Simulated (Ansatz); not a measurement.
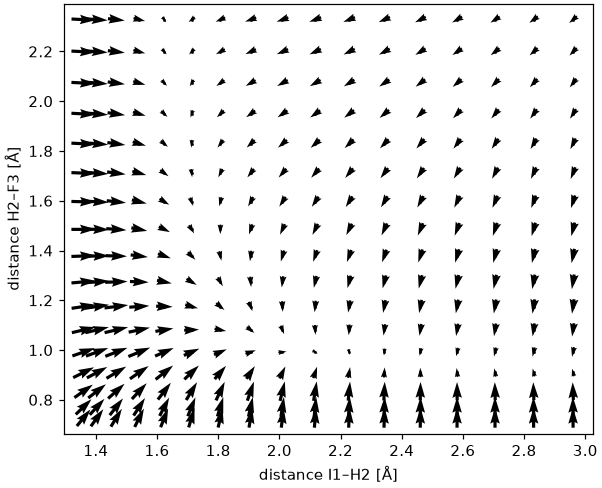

The system I⁻ + HF. Coordinates scanned: (1) distance I1–H2; (2) distance H2–F3. Nothing is relaxed (the angle I1–H2–F3 is fixed at 180 degrees). Grid: 17 × 17 points. Points are written as (first, second). The reference is spin-restricted, so regions where a bond is pulled apart into radicals lie too high. These are results of Ansatz, RKS PBE0-D4/def2-SVPD, not measurements.

The picture shows dots at the grid points, arrows along the force (downhill), their lengths compressed.

> The arrows alone are given. Where is the energy lowest?

The arrows converge at about (2.348 Å, 0.958 Å) (read from the interpolated surface).

The energy map of the same scan:

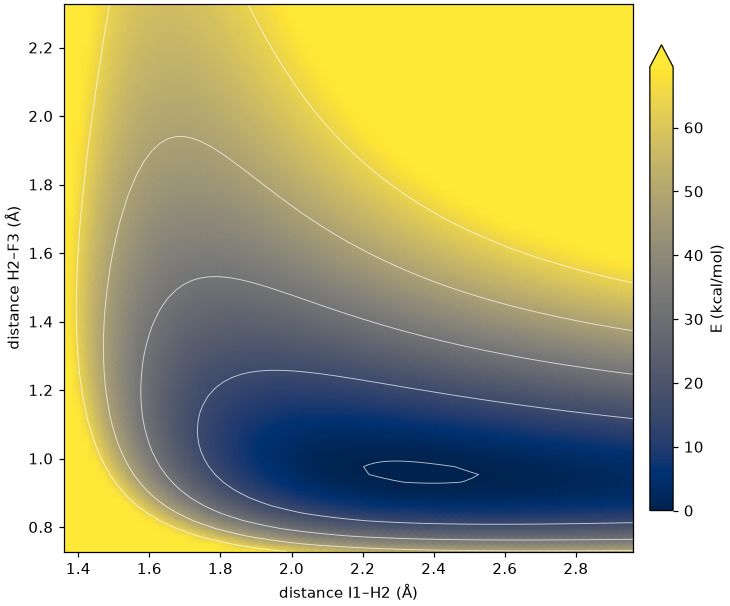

Energies are in kcal/mol, from the lowest grid point; between grid points the surface is interpolated.
